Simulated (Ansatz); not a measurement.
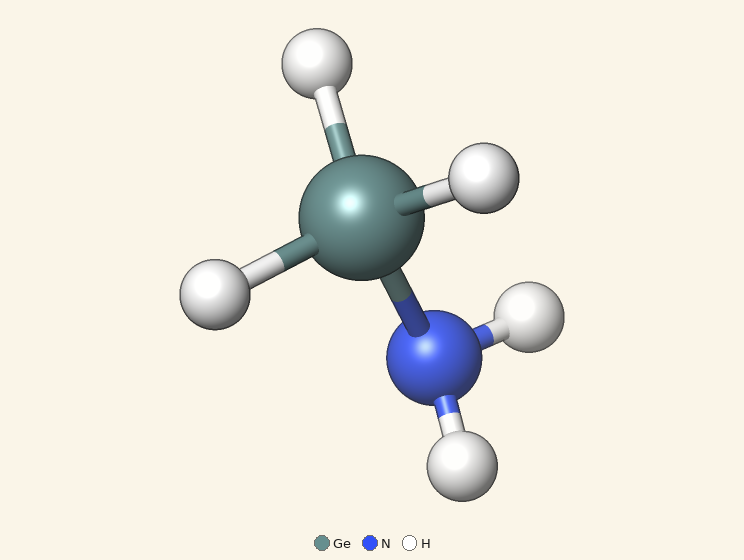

A ball-and-stick model of a molecule.

Question: Count the atoms of each element.

Answer: GeH₅N, 7 atoms: 1 germanium, 5 hydrogen and 1 nitrogen.

Question: How many atoms are distinct by symmetry?

Answer: 5: 1 Ge, 1 N, 2 H, 1 H, 2 H.

More results for the same structure follow; atom numbers are the same in all pictures, views and colours differ. The computed structure is the end point of a PBE0-D4/def2-TZVP optimisation.

Shape

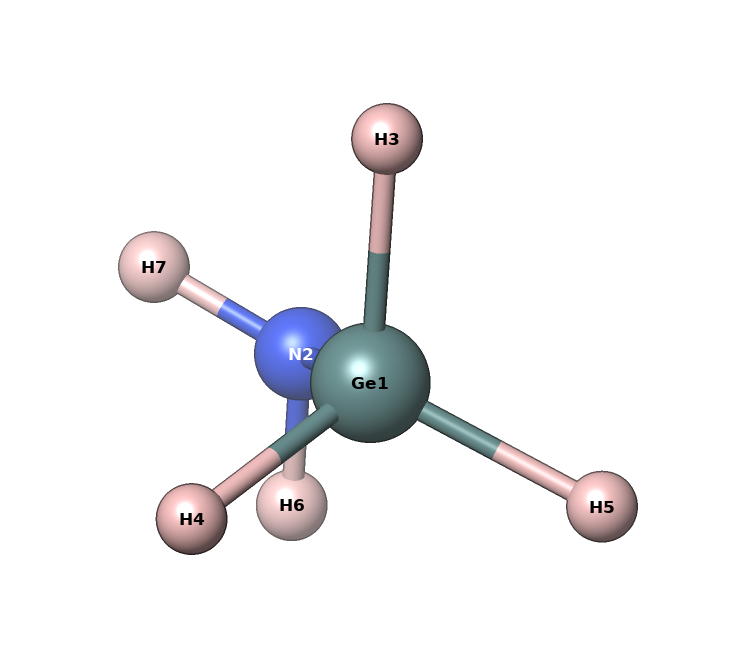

N2 lies behind Ge1. The molecule seen a little off the Ge1–N2 bond, Ge1 in front. Depth is shown by fading: the farther an atom, the more it takes the colour of the background.

Question: What is the torsion angle H3–Ge1–N2–H6? The sign is positive where the front bond must turn clockwise to cover the back bond.

Answer: 178°, antiperiplanar (anti).

Electronic properties

Level of theory: RKS PBE0-D4/def2-TZVP (Ansatz 0.2.0).

Question: Give the dispersion correction at this level.

Answer: −6.9 kJ/mol.

Question: Give the dipole moment at this level.

Answer: 1.16 D.

Thermal motion

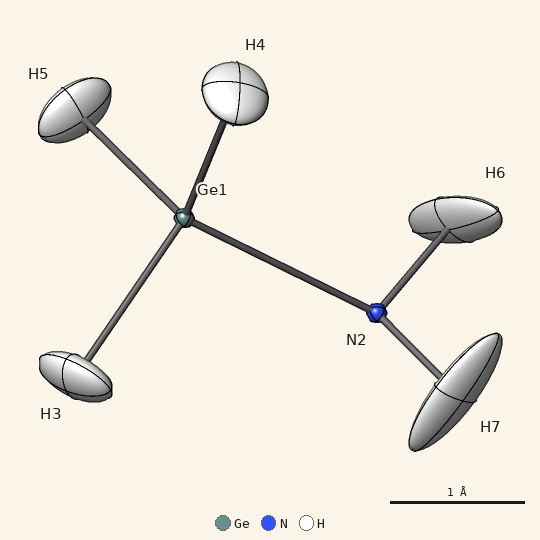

Displacement ellipsoids at the 50 % level, from the internal vibrations of the free molecule (harmonic, no overall translation or rotation; no half-axis is drawn under 0.075 Å). Vibrations computed with RKS PBE0-D4/def2-TZVP (Ansatz 0.2.0). Temperature: 400 K.

Question: Which atom has the largest mean-square displacement?

Answer: H6, H7, with U_eq = 0.0527 Å².

Question: Does H7 move more along its bond or across it?

Answer: Across it: the root-mean-square amplitude is 0.071 Å along the bond and up to 0.364 Å across, since bending and torsion are softer than stretching.

Give the displacement parameters, one line for each set of equivalent atoms.

```json
{"atom": "Ge1", "U_eq (Å²)": "0.00004", "rms amplitudes (Å)": "0.005, 0.005, 0.009"}
{"atom": "N2", "U_eq (Å²)": "0.00097", "rms amplitudes (Å)": "0.021, 0.027, 0.042"}
{"atom": "H3, H5", "U_eq (Å²)": "0.0251", "rms amplitudes (Å)": "0.087, 0.156, 0.208"}
{"atom": "H4", "U_eq (Å²)": "0.0229", "rms amplitudes (Å)": "0.089, 0.164, 0.184"}
{"atom": "H6, H7", "U_eq (Å²)": "0.0527", "rms amplitudes (Å)": "0.069, 0.144, 0.364"}
```

Vibrations

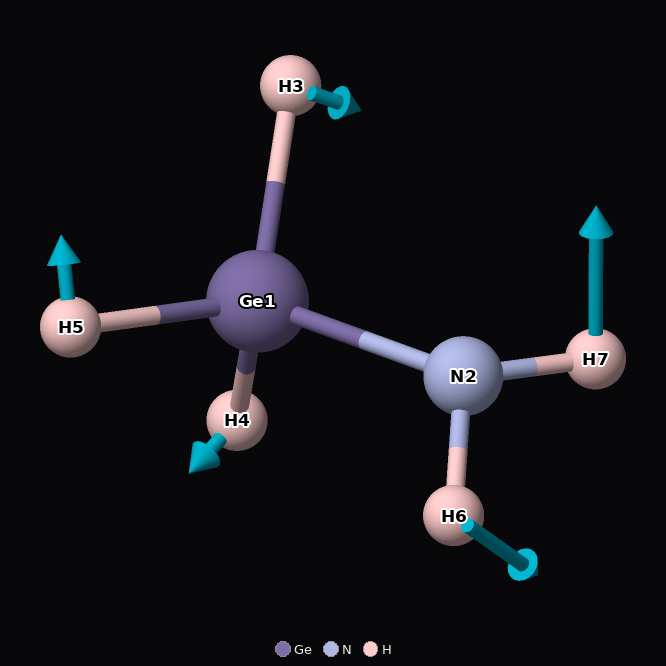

The arrows show one normal mode. Harmonic vibrations computed with RKS PBE0-D4/def2-TZVP (Ansatz 0.2.0) at a stationary point of the same level.

Question: Describe the motion.

Answer: A torsion or out-of-plane motion in which bond lengths and bond angles hardly change.

Question: Estimate its harmonic wavenumber.

Answer: 172 cm⁻¹; it is mode 1 of 15 counted from the lowest.

Charges

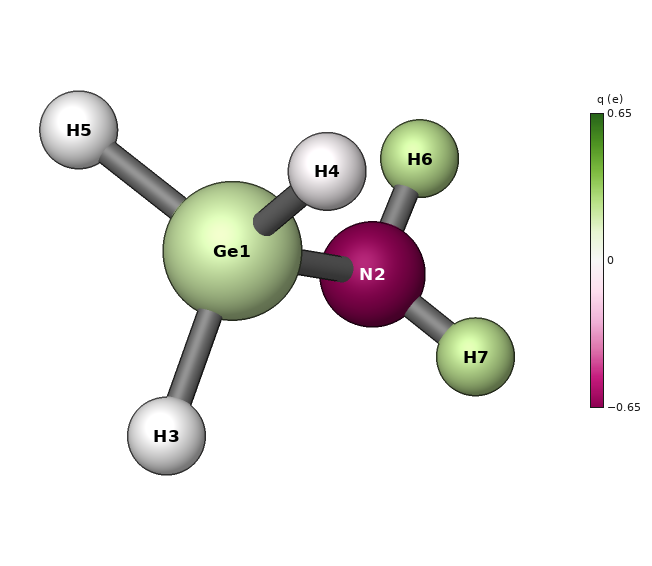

Atoms are coloured by their Mulliken charges. Properties computed with RKS PBE0-D4/def2-TZVP (Ansatz 0.2.0).

Give the Mulliken charges atom by atom.

```csv
atom,value (e)
Ge1,0.20
N2,−0.64
H3,0.00
H4,−0.02
H5,0.00
H6,0.24
H7,0.24
```

Mulliken values depend strongly on the basis set and can even reverse the polarity of a bond.
